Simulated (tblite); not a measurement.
# Geometry relaxation, with input and output: CH₄F₂O₂Si

CH₄F₂O₂Si, SMILES OC(F)(F)O[SiH3], computed with GFN2-xTB geometry optimisation, gas phase (tblite 0.8.0).

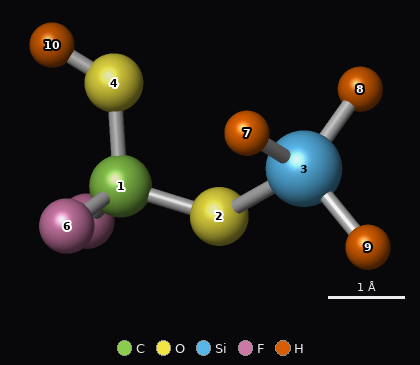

**Figure 1.** The input geometry (ball-and-stick view, seen at a tilt; atoms are numbered from 1 in the order of the input). Bond lengths as drawn: C–F 1.30 to 1.33 Å, C–O 1.37 to 1.38 Å, H–O 0.96 Å, H–Si 1.40 to 1.43 Å and O–Si 1.78 Å.

**Results in brief**

| quantity | value |
| --- | --- |
| outcome | converged |
| total energy | −642.2620 eV |
| hardware | 1 CPU thread, shared host |
| wall time | 1.2 s |
| peak memory | 0.17 GiB |

**The input**
```
{"job": {"kind": "relax", "xc": "GFN2-xTB", "basis": "xTB"}, "charge": 0, "multiplicity": 1}
C     -1.425731    -0.235159     0.467580
O     -0.428023    -1.046863     0.968563
Si     1.314984    -0.774780     0.770600
O     -1.159005     0.106932    -0.835851
F     -2.585222    -0.875721     0.556571
F     -1.500081     0.829159     1.212347
H      1.538259     0.625380     0.602764
H      1.793513    -1.453335    -0.352186
H      1.991770    -1.202507     1.938717
H     -1.657492     0.747057    -1.353502
```

The first line tells a small driver script what to run in tblite; the rest is the geometry in Å.

Command:
```bash
OMP_NUM_THREADS=1 python <driver script> task.json out
```

**Log**
```
step      E/eV     max force
  0    -641.58509    3.455
  1    -641.87962    1.116
  2    -641.97200    0.912
  3    -642.02346    0.770
  4    -642.08694    1.039
  5    -642.13722    0.672
  6    -642.17089    0.461
  7    -642.19638    0.367
  8    -642.21000    0.301
  9    -642.21645    0.194
 10    -642.22042    0.152
 11    -642.22296    0.136
 12    -642.22486    0.120
 13    -642.22635    0.102
 14    -642.22796    0.108
 15    -642.22972    0.119
 16    -642.23131    0.099
 17    -642.23256    0.092
 18    -642.23366    0.113
 19    -642.23469    0.118
 20    -642.23560    0.089
 21    -642.23648    0.103
 22    -642.23763    0.109
 23    -642.23933    0.153
 24    -642.24139    0.171
 25    -642.24317    0.124
 26    -642.24440    0.096
 27    -642.24556    0.112
 28    -642.24765    0.162
 29    -642.25125    0.234
 30    -642.25551    0.222
 31    -642.25823    0.107
 32    -642.25917    0.070
 33    -642.25918    0.126
 34    -642.25957    0.047
 35    -642.25973    0.041
 36    -642.26009    0.066
 37    -642.26035    0.071
 38    -642.26078    0.063
 39    -642.26114    0.046
 40    -642.26137    0.033
 41    -642.26148    0.027
 42    -642.26157    0.027
 43    -642.26171    0.035
 44    -642.26186    0.039
 45    -642.26198    0.029
 46    -642.26202    0.015
 47    -642.26203    0.007
```

**Trajectory as extended XYZ (Å, eV, eV/Å), 10 of the 25 frames kept, from step=0 to step=47**
```
10
Properties=species:S:1:pos:R:3:forces:R:3 step=0 energy=-641.58509
C    -1.4257   -0.2352    0.4676    2.7070  -1.7010  -1.3090
O    -0.4280   -1.0469    0.9686    0.4760   0.9850  -0.9370
Si    1.3150   -0.7748    0.7706   -2.4620   0.4130   0.4280
O    -1.1590    0.1069   -0.8359    0.8730  -0.8110   0.3280
F    -2.5852   -0.8757    0.5566   -0.6140  -0.2120   0.1400
F    -1.5001    0.8292    1.2123   -0.5760   1.7390   1.0810
H     1.5383    0.6254    0.6028   -0.0610   0.7880  -0.0790
H     1.7935   -1.4533   -0.3522    0.2210  -0.8510  -1.2830
H     1.9918   -1.2025    1.9387    0.0080  -0.4280   0.9310
H    -1.6575    0.7471   -1.3535   -0.5730   0.0780   0.7000
10
Properties=species:S:1:pos:R:3:forces:R:3 step=6 energy=-642.17089
C    -1.3052   -0.2498    0.4204    0.2440  -0.3460   0.1480
O    -0.3688   -1.0077    0.9263    0.2080  -0.0090   0.4120
Si    1.2680   -0.7438    0.7499    0.1650   0.0700  -0.0110
O    -1.0511    0.0700   -0.8537   -0.1600   0.2600   0.2110
F    -2.5075   -0.8677    0.5456   -0.1560  -0.2500  -0.2100
F    -1.5278    0.8778    1.1820    0.3160   0.1540  -0.1880
H     1.4974    0.6913    0.5969   -0.0310  -0.0010  -0.0310
H     1.7287   -1.4989   -0.4101   -0.1230   0.0200  -0.0620
H     1.8677   -1.2390    1.9873   -0.3050  -0.0220  -0.0240
H    -1.7185    0.6880   -1.1690   -0.1570   0.1250  -0.2430
10
Properties=species:S:1:pos:R:3:forces:R:3 step=10 energy=-642.22042
C    -1.2763   -0.2697    0.4289   -0.0560   0.1410  -0.0160
O    -0.3421   -1.0002    0.9685   -0.0930   0.0620   0.0150
Si    1.2872   -0.7299    0.7400   -0.0410  -0.0110  -0.0050
O    -1.0428    0.0905   -0.8414    0.0330  -0.0430  -0.0610
F    -2.4857   -0.8940    0.5206    0.1300  -0.0510   0.0330
F    -1.4924    0.8893    1.1541    0.0210  -0.0690   0.1320
H     1.4865    0.7067    0.5899    0.0570   0.0220  -0.0460
H     1.6953   -1.5020   -0.4288   -0.0410   0.0630  -0.0440
H     1.7989   -1.2516    1.9963   -0.0580  -0.0410   0.0380
H    -1.7456    0.6812   -1.1525    0.0480  -0.0730  -0.0450
10
Properties=species:S:1:pos:R:3:forces:R:3 step=16 energy=-642.23131
C    -1.2699   -0.2568    0.4362   -0.0080  -0.0810   0.0140
O    -0.3378   -0.9823    0.9832    0.0250   0.0110   0.0340
Si    1.2859   -0.7251    0.7406   -0.0480   0.0190  -0.0030
O    -1.0287    0.0914   -0.8364    0.0470   0.0400   0.0770
F    -2.4615   -0.9094    0.5227   -0.0790   0.0270  -0.0050
F    -1.4941    0.8841    1.1796   -0.0540   0.0260  -0.0550
H     1.5075    0.7058    0.5724    0.0610   0.0450   0.0060
H     1.6661   -1.4735   -0.4479    0.0190  -0.0180  -0.0830
H     1.7541   -1.2681    2.0018    0.0470  -0.0430   0.0420
H    -1.7387    0.6540   -1.1766   -0.0100  -0.0280  -0.0270
10
Properties=species:S:1:pos:R:3:forces:R:3 step=22 energy=-642.23763
C    -1.2757   -0.2533    0.4490    0.0460  -0.0190   0.0170
O    -0.3418   -0.9669    1.0102    0.0680   0.0670   0.0300
Si    1.2851   -0.7216    0.7379   -0.0410   0.0030   0.0040
O    -1.0037    0.0991   -0.8160   -0.0280  -0.0400   0.0120
F    -2.4685   -0.9086    0.5176    0.0290  -0.0030  -0.0660
F    -1.5261    0.8877    1.1826   -0.0240   0.0440   0.0050
H     1.5486    0.7104    0.5692   -0.0160  -0.0930   0.0540
H     1.6490   -1.4500   -0.4781   -0.0390   0.0260   0.0630
H     1.7454   -1.2902    1.9994    0.0220   0.0140  -0.1050
H    -1.7294    0.6135   -1.1963   -0.0170   0.0010  -0.0130
10
Properties=species:S:1:pos:R:3:forces:R:3 step=26 energy=-642.24440
C    -1.2756   -0.2398    0.4658   -0.0050   0.0030  -0.0220
O    -0.3435   -0.9237    1.0646    0.0220   0.0410  -0.0140
Si    1.2755   -0.7183    0.7314    0.0110   0.0050   0.0190
O    -0.9772    0.0970   -0.7968    0.0090   0.0490  -0.0100
F    -2.4602   -0.9143    0.4870    0.0320  -0.0400   0.0790
F    -1.5708    0.9033    1.1808   -0.0300  -0.0160  -0.0520
H     1.5952    0.6988    0.5886   -0.0460   0.0350   0.0330
H     1.6148   -1.4202   -0.5017   -0.0740  -0.0370  -0.0110
H     1.7481   -1.3181    1.9644    0.0650  -0.0640   0.0280
H    -1.7232    0.5555   -1.2085    0.0150   0.0220  -0.0500
10
Properties=species:S:1:pos:R:3:forces:R:3 step=32 energy=-642.25917
C    -1.2701   -0.2053    0.4828   -0.0260   0.0010   0.0180
O    -0.3298   -0.8109    1.1496    0.0110  -0.0170  -0.0070
Si    1.2779   -0.7137    0.7369    0.0080   0.0180  -0.0110
O    -0.9349    0.1160   -0.7764    0.0030  -0.0620   0.0310
F    -2.4071   -0.9609    0.4796   -0.0040  -0.0270  -0.0200
F    -1.6766    0.9314    1.1436   -0.0090   0.0330  -0.0060
H     1.6385    0.6976    0.6540    0.0380   0.0230  -0.0120
H     1.4867   -1.3914   -0.5393   -0.0100   0.0040   0.0100
H     1.7949   -1.4114    1.9023   -0.0190  -0.0100  -0.0060
H    -1.6965    0.4689   -1.2575    0.0080   0.0380   0.0020
10
Properties=species:S:1:pos:R:3:forces:R:3 step=38 energy=-642.26078
C    -1.2742   -0.2069    0.4884    0.0110   0.0170  -0.0260
O    -0.3277   -0.7973    1.1600   -0.0360  -0.0010   0.0520
Si    1.2772   -0.7044    0.7360    0.0200  -0.0300   0.0060
O    -0.9324    0.1033   -0.7707    0.0360  -0.0060  -0.0480
F    -2.4032   -0.9742    0.4805    0.0030   0.0070   0.0410
F    -1.6917    0.9357    1.1346   -0.0170  -0.0450  -0.0100
H     1.6603    0.7024    0.6556    0.0080  -0.0030  -0.0030
H     1.4676   -1.3843   -0.5412    0.0050   0.0110  -0.0080
H     1.7895   -1.4250    1.8911   -0.0140   0.0220  -0.0140
H    -1.6825    0.4708   -1.2588   -0.0150   0.0280   0.0110
10
Properties=species:S:1:pos:R:3:forces:R:3 step=42 energy=-642.26157
C    -1.2735   -0.2098    0.4862   -0.0060  -0.0050   0.0110
O    -0.3282   -0.7925    1.1663    0.0150   0.0090  -0.0090
Si    1.2765   -0.7022    0.7361   -0.0060  -0.0110  -0.0040
O    -0.9317    0.0940   -0.7754   -0.0110  -0.0090   0.0190
F    -2.4011   -0.9800    0.4873    0.0060  -0.0110  -0.0100
F    -1.6979    0.9327    1.1251   -0.0080   0.0220  -0.0100
H     1.6666    0.7037    0.6561   -0.0070  -0.0200  -0.0040
H     1.4623   -1.3838   -0.5402    0.0050   0.0110  -0.0210
H     1.7874   -1.4263    1.8868    0.0060   0.0040   0.0260
H    -1.6775    0.4843   -1.2530    0.0050   0.0110   0.0020
10
Properties=species:S:1:pos:R:3:forces:R:3 step=47 energy=-642.26203
C    -1.2747   -0.2112    0.4873   -0.0010   0.0010  -0.0030
O    -0.3270   -0.7862    1.1706   -0.0030   0.0040   0.0000
Si    1.2765   -0.7058    0.7355    0.0020  -0.0010   0.0000
O    -0.9332    0.0864   -0.7756    0.0040   0.0060  -0.0020
F    -2.3981   -0.9876    0.4912   -0.0020  -0.0030   0.0010
F    -1.7054    0.9345    1.1167    0.0000  -0.0040   0.0010
H     1.6702    0.6986    0.6547    0.0010  -0.0020  -0.0030
H     1.4596   -1.3786   -0.5464    0.0000  -0.0020   0.0030
H     1.7868   -1.4253    1.8906   -0.0010   0.0030  -0.0020
H    -1.6717    0.4955   -1.2491    0.0010  -0.0010   0.0040
```
